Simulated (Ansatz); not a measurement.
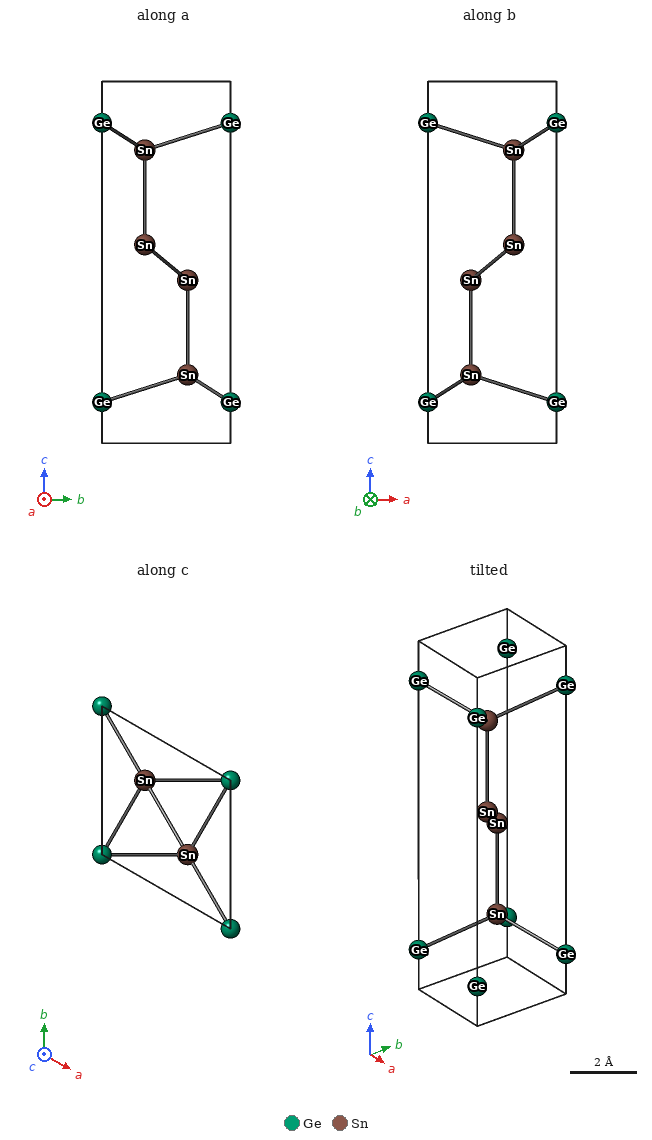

We look at a ball-and-stick model of the crystal along the a axis, along the b axis, along the c axis and slightly off an axis. The edges of the conventional unit cell are marked.

Lattice parameters: a = 4.511 Å, b = 4.511 Å, c = 11.000 Å, α = 90.00°, β = 90.00°, γ = 120.00°. Put a along x and b in the xy plane.

Q: Express the structure as a POSCAR file, with free fractional coordinates to two decimals.

A:
```
Ge Sn
1.0
     4.511    0.000    0.000
    -2.256    3.907    0.000
     0.000    0.000   11.000
Ge Sn
2 4
Direct
  0.00 0.00 0.89
  0.00 0.00 0.11
  0.6667 0.3333 0.55
  0.3333 0.6667 0.19
  0.6667 0.3333 0.81
  0.3333 0.6667 0.45
```

The structure comes from a structure type filled with these elements by a generator (whether the compound takes this form wasn't checked). This is the structure after a relaxation with Ansatz, DFT, PBE, plane waves, PAW.
